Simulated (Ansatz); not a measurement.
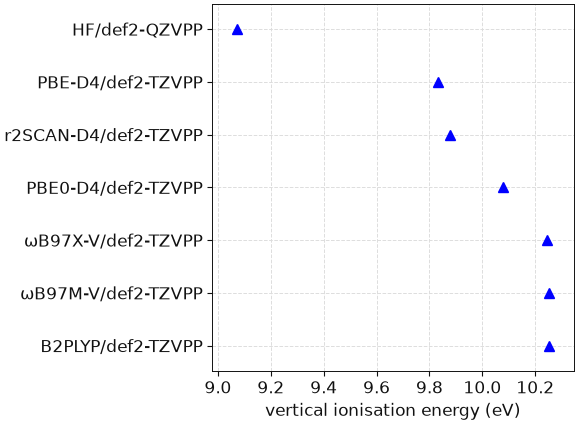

Vertical ionisation energy of C₂H₃NO, SMILES C=NC=O, taken as the energy of the cation less that of the neutral at fixed geometry (unrestricted doublet cation, cores frozen in correlated methods, no spin-orbit coupling), the Ansatz code 0.2.0, at a PBE0-D4/def2-TZVP geometry (a minimum by its frequencies).

**What range do the values span?**

From 9.07 eV (HF/def2-QZVPP) to 10.25 eV (B2PLYP/def2-TZVPP).

**Give the values.**

| level | eV |
| --- | --- |
| HF/def2-QZVPP | 9.07 |
| PBE-D4/def2-TZVPP | 9.83 |
| r2SCAN-D4/def2-TZVPP | 9.88 |
| PBE0-D4/def2-TZVPP | 10.08 |
| ωB97X-V/def2-TZVPP | 10.25 |
| ωB97M-V/def2-TZVPP | 10.25 |
| B2PLYP/def2-TZVPP | 10.25 |

Limits of at least one run: one conformer of a flexible molecule.
